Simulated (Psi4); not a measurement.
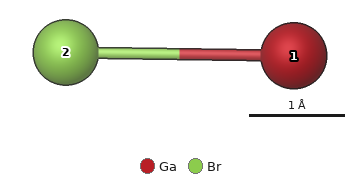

Fig. 1: The structure as given in the input (ball-and-stick view, seen at a tilt; atoms are numbered from 1 in the order of the input). Sticks mark near contacts.

# Run report: GaBr, property calculation

The run: property calculation of GaBr, SMILES [Ga][Br]. Method and program: HF/def2-TZVPPD, RHF (Psi4 1.11).

The geometry comes from this level: GFN2-xTB.

### Input (brga.py)
```python
import psi4

psi4.set_memory(1600000000)
psi4.set_num_threads(1)
psi4.set_output_file('run.log', False)

molecule = psi4.geometry("""
Ga
Br 1 2.40195
symmetry c1
no_reorient
no_com
""")

psi4.set_options({
    'basis': 'def2-TZVPPD',
    'reference': 'rhf',
    'scf_type': 'disk_df',
    'guess': 'huckel',
    'df_scf_guess': False,
    'maxiter': 50,
})

e, wfn = psi4.energy("hf", return_wfn=True)
psi4.oeprop(wfn, "MBIS_CHARGES", "NO_OCCUPATIONS", "QUADRUPOLE", title="HF")
print('E =', round(e, 9))
```

Machine: 1 thread of AMD EPYC (Zen 5), 176 GiB of memory available, shared host.

Run as:
```bash
python brga.py
```

### The program's output
```
h
    h
    h

    -----------------------------------------------------------------------

    Memory:     1.5 GiB
    Threads:    1
                ecpint, einsums, f̶o̶r̶t̶e̶, gauxc, gcp, g̶d̶m̶a̶, geometric, g̶p̶u̶_̶d̶f̶c̶c̶,
                i̶n̶t̶e̶g̶r̶a̶t̶o̶r̶x̶x̶, i̶p̶i̶, libefp, m̶d̶i̶, m̶p̶2̶d̶, m̶r̶c̶c̶, ooo,
                o̶p̶e̶n̶f̶e̶r̶m̶i̶o̶n̶p̶s̶i̶4̶, pcmsolver, p̶s̶i̶4̶f̶o̶c̶k̶c̶i̶, p̶s̶i̶x̶a̶s̶,
                p̶y̶e̶i̶n̶s̶u̶m̶s̶, r̶e̶s̶p̶, s̶i̶m̶i̶n̶t̶, s̶n̶s̶m̶p̶2̶,
                v̶2̶r̶d̶m̶_̶c̶a̶s̶s̶c̶f̶

   => Loading Basis Set <=

    Name: DEF2-TZVPPD
    Role: ORBITAL
    Keyword: BASIS

         ---------------------------------------------------------
                                   SCF
                              RHF Reference
                        1 Threads,   1525 MiB Core
         ---------------------------------------------------------

  ==> Geometry <==

    Molecular point group: c1
    Full point group: C_inf_v

    Geometry (in Angstrom), charge = 0, multiplicity = 1:

       Center              X                  Y                   Z               Mass
    ------------   -----------------  -----------------  -----------------  -----------------
         GA           0.000000000000     0.000000000000    -1.282148852719    68.925573500000
         BR           0.000000000000     0.000000000000     1.119801147281    78.918337600000

  Running in c1 symmetry.

  Rotational constants: A = ************  B =      0.07942  C =      0.07942 [cm^-1]
  Rotational constants: A = ************  B =   2380.86297  C =   2380.86297 [MHz]
  Nuclear repulsion =  239.037978965819462

  Charge       = 0
  Multiplicity = 1
  Electrons    = 66
  Nalpha       = 33
  Nbeta        = 33

  ==> Algorithm <==

  SCF Algorithm Type is DISK_DF.
  DIIS enabled.
  MOM disabled.
  Fractional occupation disabled.
  Guess Type is HUCKEL.
  Energy threshold   = 1.00e-06
  Density threshold  = 1.00e-06
  Integral threshold = 1.00e-12

  ==> Primary Basis <==

  Basis Set: DEF2-TZVPPD
    Blend: DEF2-TZVPPD
    Number of shells: 37
    Number of basis functions: 111
    Number of Cartesian functions: 127
    Spherical Harmonics?: true
    Max angular momentum: 3

   => Loading Basis Set <=

    Name: (DEF2-TZVPPD AUX)
    Role: JKFIT
    Keyword: DF_BASIS_SCF

  ==> Integral Setup <==

  ==> DiskDFJK: Density-Fitted J/K Matrices <==

    J tasked:                  Yes
    K tasked:                  Yes
    wK tasked:                  No
    Integrals threads:           1
    Memory [MiB]:             1144
    Algorithm:                Core
    Integral Cache:           NONE
    Schwarz Cutoff:          1E-12
    Fitting Condition:       1E-10

   => Auxiliary Basis Set <=

  Basis Set: (DEF2-TZVPPD AUX)
    Blend: DEF2-UNIVERSAL-JKFIT
    Number of shells: 120
    Number of basis functions: 532
    Number of Cartesian functions: 742
    Spherical Harmonics?: true
    Max angular momentum: 5

  Minimum eigenvalue in the overlap matrix is 1.3845858499E-03.
  Reciprocal condition number of the overlap matrix is 2.9601913400E-04.
    Using symmetric orthogonalization.

  ==> Pre-Iterations <==

   -------------------------------------------------------
    Irrep   Nso     Nmo     Nalpha   Nbeta   Ndocc  Nsocc
   -------------------------------------------------------
     A        111     111      33      33      33       0
   -------------------------------------------------------
    Total     111     111      33      33      33       0
   -------------------------------------------------------

  ==> Iterations <==

                           Total Energy        Delta E     RMS |[F,P]|

   @DF-RHF iter   1: -4494.92124697059171   -4.49492e+03   2.06116e-02 ADIIS/DIIS
   @DF-RHF iter   2: -4495.31898217940397   -3.97735e-01   1.50841e-02 ADIIS/DIIS
   @DF-RHF iter   3: -4495.72808789564988   -4.09106e-01   2.62676e-03 ADIIS/DIIS
   @DF-RHF iter   4: -4495.74062942108958   -1.25415e-02   4.29355e-04 ADIIS/DIIS
   @DF-RHF iter   5: -4495.74137542664448   -7.46006e-04   1.29176e-04 ADIIS/DIIS
   @DF-RHF iter   6: -4495.74148902328852   -1.13597e-04   2.39861e-05 DIIS
   @DF-RHF iter   7: -4495.74150419700345   -1.51737e-05   9.21551e-06 DIIS
   @DF-RHF iter   8: -4495.74150689617363   -2.69917e-06   1.81119e-06 DIIS
   @DF-RHF iter   9: -4495.74150697980258   -8.36289e-08   4.73454e-07 DIIS
  Energy and wave function converged.

  ==> Post-Iterations <==

    Orbital Energies [Eh]
    ---------------------

    Doubly Occupied:

       1A   -489.988128     2A   -378.848970     3A    -65.130663
       4A    -58.485132     5A    -58.484900     6A    -58.484900
       7A    -48.199537     8A    -42.525722     9A    -42.525722
      10A    -42.524704    11A     -9.803459    12A     -7.412298
      13A     -7.410528    14A     -7.410528    15A     -6.425937
      16A     -4.515226    17A     -4.515226    18A     -4.511798
      19A     -3.153466    20A     -3.152555    21A     -3.152555
      22A     -3.150551    23A     -3.150551    24A     -1.227006
      25A     -1.227006    26A     -1.224608    27A     -1.222802
      28A     -1.222802    29A     -0.970038    30A     -0.516288
      31A     -0.404583    32A     -0.404583    33A     -0.345035

    Virtual:

      34A      0.023561    35A      0.023561    36A      0.056143
      37A      0.068302    38A      0.088198    39A      0.088198
      40A      0.093413    41A      0.116395    42A      0.116395
      43A      0.143496    44A      0.143496    45A      0.188514
      46A      0.213789    47A      0.249675    48A      0.249675
      49A      0.262280    50A      0.282923    51A      0.282923
      52A      0.369404    53A      0.369404    54A      0.396553
      55A      0.409584    56A      0.409584    57A      0.422199
      58A      0.422199    59A      0.464740    60A      0.541137
      61A      0.541137    62A      0.547629    63A      0.639619
      64A      0.639619    65A      0.656228    66A      0.662816
      67A      0.662816    68A      0.789802    69A      1.045743
      70A      1.045743    71A      1.074962    72A      1.074962
      73A      1.085143    74A      1.085143    75A      1.099874
      76A      1.109022    77A      1.109022    78A      1.216441
      79A      1.243819    80A      1.243819    81A      1.346131
      82A      1.795152    83A      1.795152    84A      1.800833
      85A      1.800833    86A      1.840210    87A      1.840210
      88A      1.871319    89A      1.872985    90A      1.872985
      91A      2.005085    92A      2.005085    93A      2.086416
      94A      2.096228    95A      2.096228    96A      2.377500
      97A      2.625465    98A      2.625465    99A      2.705801
     100A      2.705801   101A      2.731432   102A      3.683170
     103A      3.683170   104A      4.110651   105A      4.612536
     106A      4.612536   107A      4.633413   108A      4.633413
     109A      4.650431   110A      5.091346   111A      8.084327

    Final Occupation by Irrep:
              A
    DOCC [    33 ]
    NA   [    33 ]
    NB   [    33 ]

  @DF-RHF Final Energy: -4495.74150697980258

   => Energetics <=

    Nuclear Repulsion Energy =            239.0379789658194625
    One-Electron Energy =               -6746.1032762447784989
    Two-Electron Energy =                2011.3237902991570536
    Total Energy =                      -4495.7415069798025797

Computation Completed

Properties will be evaluated at   0.000000,   0.000000,   0.000000 [a0]

Properties computed using the SCF density matrix

 Multipole Moments:

 ------------------------------------------------------------------------------------
     Multipole            Electronic (a.u.)      Nuclear  (a.u.)        Total (a.u.)
 ------------------------------------------------------------------------------------

 L = 1.  Multiply by 2.5417464519 to convert [e a0] to [Debye]
 Dipole X            :         -0.0000000            0.0000000           -0.0000000
 Dipole Y            :         -0.0000000            0.0000000           -0.0000000
 Dipole Z            :         -0.0586767           -1.0461038           -1.1047805
 Magnitude           :                                                    1.1047805

 ------------------------------------------------------------------------------------

	total time  =          1 seconds =       0.02 minutes

Properties will be evaluated at   0.000000,   0.000000,   0.000000 [a0]

Properties computed using the HF density matrix

 Multipole Moments:

 ------------------------------------------------------------------------------------
     Multipole            Electronic (a.u.)      Nuclear  (a.u.)        Total (a.u.)
 ------------------------------------------------------------------------------------

 L = 1.  Multiply by 2.5417464519 to convert [e a0] to [Debye]
 Dipole X            :         -0.0000000            0.0000000           -0.0000000
 Dipole Y            :         -0.0000000            0.0000000           -0.0000000
 Dipole Z            :         -0.0586767           -1.0461038           -1.1047805
 Magnitude           :                                                    1.1047805

 L = 2.  Multiply by 1.3450342976 to convert [e a0^2] to [Debye ang]
 Quadrupole XX       :        -25.2556790            0.0000000          -25.2556790
 Quadrupole XY       :         -0.0000000            0.0000000           -0.0000000
 Quadrupole XZ       :          0.0000000            0.0000000            0.0000000
 Quadrupole YY       :        -25.2556790            0.0000000          -25.2556790
 Quadrupole YZ       :          0.0000000            0.0000000            0.0000000
 Quadrupole ZZ       :       -366.5008757          338.7136686          -27.7872071
 Traceless XX        :        113.7483989         -112.9045562            0.8438427
 Traceless YY        :        113.7483989         -112.9045562            0.8438427
 Traceless ZZ        :       -227.4967978          225.8091124           -1.6876854

 ------------------------------------------------------------------------------------
  ==> Computing MBIS Charges <==

  Electron Count from Grid (Expected Number): 66.00000 (66.00000)
  Difference:  0.00000

  MBIS Charges: (a.u.)
   Center  Symbol  Z      Pop.       Charge
      1      GA   31   30.529069    0.470931
      2      BR   35   35.470933   -0.470933

  MBIS Dipoles: [e a0]
   Center  Symbol  Z        X           Y           Z
      1      GA   31   -0.000000   -0.000000    0.653188
      2      BR   35    0.000000    0.000000    0.379609

  MBIS Quadrupoles: [e a0^2]
   Center  Symbol  Z      XX        XY        XZ        YY        YZ        ZZ
      1      GA   31   -10.3541   -0.0000    0.0000   -10.3541    0.0000   -12.1814
      2      BR   35   -14.9016   -0.0000    0.0000   -14.9016    0.0000   -14.7030

  MBIS Octupoles: [e a0^3]
   Center  Symbol  Z      XXX       XXY       XXZ       XYY       XYZ       XZZ       YYY       YYZ       YZZ       ZZZ
      1      GA   31   -0.0000   -0.0000    1.5578   -0.0000   -0.0000   -0.0000   -0.0000    1.5578   -0.0000    3.1574
      2      BR   35    0.0000    0.0000    0.5239    0.0000   -0.0000    0.0000    0.0000    0.5239    0.0000    2.5405

  MBIS Radial Moments:
   Center  Symbol  Z      [a0^2]      [a0^3]      [a0^4]
      1      GA   31   32.889540   85.697427   309.832774
      2      BR   35   44.506160   110.020760   344.467150

  MBIS Valence Widths: [a0]
   Center  Symbol  Z     Width
      1      GA   31    0.713847
      2      BR   35    0.578946

  MBIS Valence Charges: (a.u.)
   Center  Symbol  Z     Charge
      1      GA   31   -3.636304
      2      BR   35   -9.797245
  Natural Orbital Occupations:

  Total Occupations:
  HONO-2 :   31  A    2.000
  HONO-1 :   32  A    2.000
  HONO-0 :   33  A    2.000
  LUNO+0 :   34  A    0.000
  LUNO+1 :   35  A    0.000
  LUNO+2 :   36  A    0.000
  LUNO+3 :   37  A    0.000
```

### Standard output
```
E = -4495.74150698
```

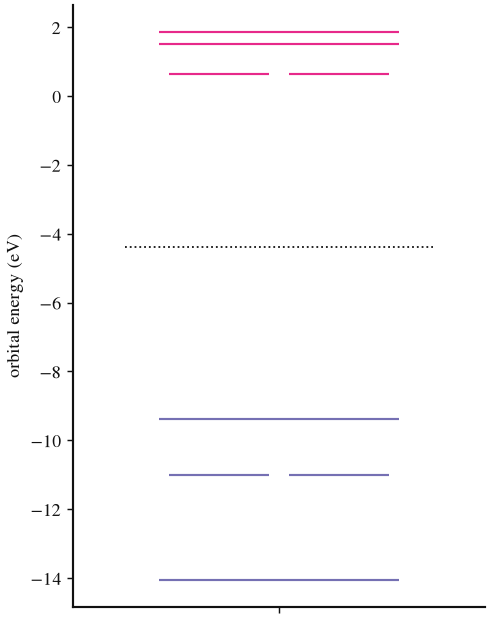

Fig. 2: Orbital energies near the frontier; the dotted line parts filled from empty levels, and levels within 0.02 eV of each other stand side by side. Highest filled −9.39 eV, lowest empty 0.64 eV, 10.03 eV apart.

### Key numbers

```csv
quantity,value
outcome,converged
total energy,−4495.741507 hartree
basis functions,111
HOMO,−9.39 eV
LUMO,0.64 eV
dipole moment,2.81 D
wall time,4.2 s
peak memory,0.26 GiB
```

### Notes

Settings chosen away from the usual ones: guess set to huckel; df_scf_guess set to false.
